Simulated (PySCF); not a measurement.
Breaking a bond: SeH, doublet.

- UHF/cc-pVDZ (PySCF)
- UKS-BHandHLYP = unrestricted BHandHLYP/cc-pVDZ (PySCF 2.14.0)
- UKS-TPSSh = unrestricted TPSSh/cc-pVDZ (PySCF 2.14.0)

Magnitude of the dipole moment (D; its direction can reverse along the curve, and a method can change to another solution) and Mulliken charge of the fragment that holds Se1:

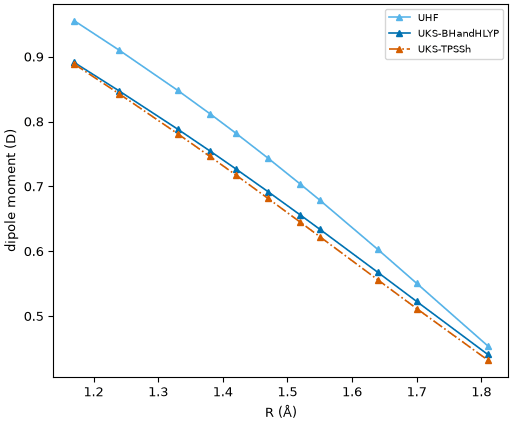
Figure. Dipole moment against bond length.

```
R / Å  μ UHF  q UHF  μ UKS-BHandHLYP  q UKS-BHandHLYP  μ UKS-TPSSh  q UKS-TPSSh
-----  -----  -----  ---------------  ---------------  -----------  -----------
1.17    0.96   0.06             0.89             0.06         0.89         0.04
1.24    0.91   0.02             0.85             0.01         0.84        -0.01
1.33    0.85  -0.02             0.79            -0.02         0.78        -0.04
1.38    0.81  -0.03             0.75            -0.04         0.75        -0.05
1.42    0.78  -0.04             0.73            -0.04         0.72        -0.06
1.47    0.74  -0.05             0.69            -0.05         0.68        -0.06
1.52    0.70  -0.05             0.66            -0.06         0.64        -0.07
1.55    0.68  -0.05             0.63            -0.06         0.62        -0.07
1.64    0.60  -0.06             0.57            -0.06         0.56        -0.07
1.70    0.55  -0.05             0.52            -0.06         0.51        -0.07
1.81    0.45  -0.05             0.44            -0.05         0.43        -0.06
```

The scan ran from 1.17 to 5.92 Å; beyond the distances shown one of the unrestricted levels run for this scan, shown here or not, changes its spin distribution in one step.
